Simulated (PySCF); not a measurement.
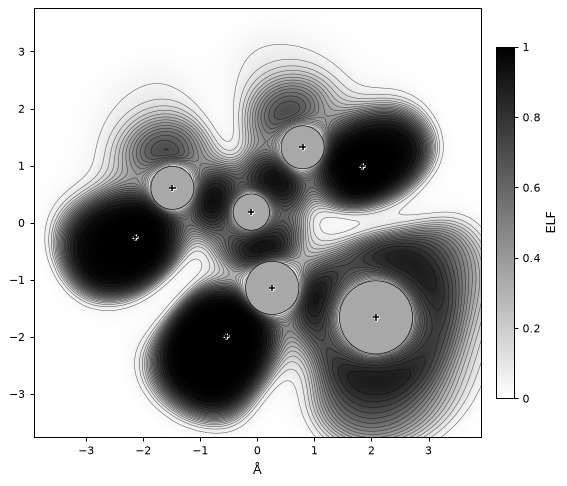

The ELF on a plane through atoms (crosses mark nuclei in the plane; grey discs cover the cores).

Theory: PySCF 2.14.0, CAM-B3LYP/def2-SVPD, SCF density, gas phase.

Candidates:
A. C$_{2}$H$_{7}$BBrN (SMILES CN(C)BBr)
B. C$_{3}$H$_{11}$NOSi$_{2}$ (SMILES C=CCN[SiH2]O[SiH3])

### Which system is this?

Candidate A: C$_{2}$H$_{7}$BBrN on the plane of atoms N2, B4 and H12, which holds C, N, B, Br and H. B–N (1.38 Å): the ELF peaks at about 0.90 between the atoms (a short, strongly polar bond). C–N (1.45 Å): the ELF peaks at about 0.95 between the atoms, as expected for a shared electron pair.
